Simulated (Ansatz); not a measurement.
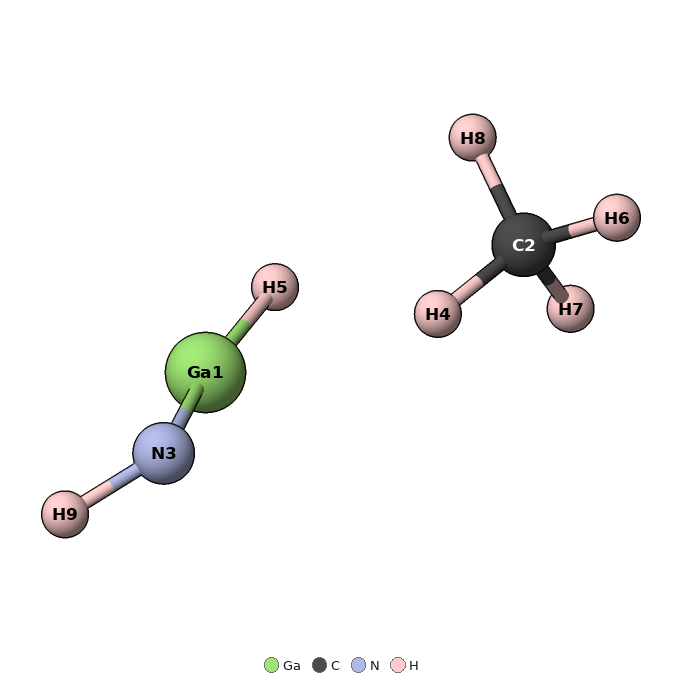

Harmonic vibrations computed with RKS PBE0-D4/def2-TZVP (Ansatz 0.2.0) at a stationary point of the same level.

> Minimum or transition state?

A minimum: no imaginary frequency, and the lowest mode lies at 60 cm⁻¹.

> List the wavenumbers.

21 modes: 60, 62, 88, 103, 159, 176, 480, 501, 684, 908, 1324, 1333, 1335, 1555, 1559, 2090, 3031, 3152, 3152, 3161, 3579 cm⁻¹.
